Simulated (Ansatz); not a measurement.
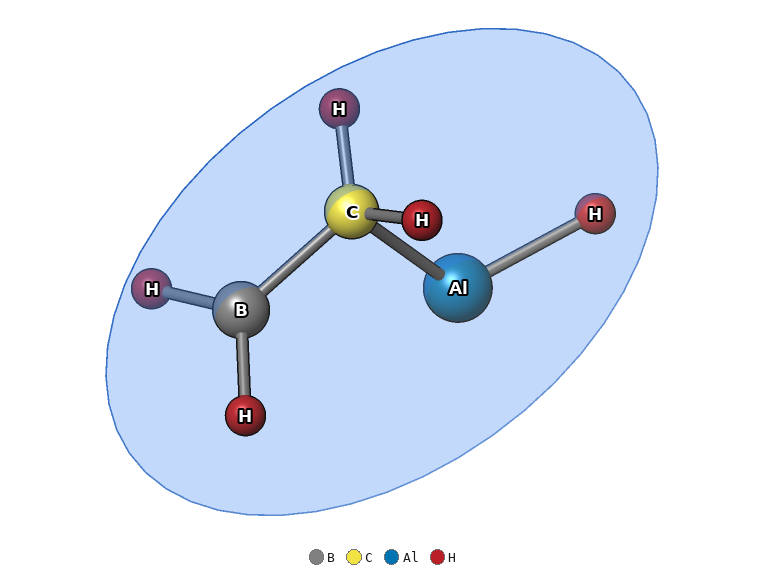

All proper rotation axes (lines) and mirror planes (discs) of the structure are drawn in. Distant atoms are faded towards the background colour. Charge 0, doublet. The computed structure is the end point of a PBE0-D4/def2-TZVP optimisation. No frequency run is at hand to confirm it as a minimum.

### Name the symmetry elements and the point group.

It has 1 mirror plane. Point group Cs. The group has 2 operations. The geometry is achiral, and symmetry allows a dipole moment.
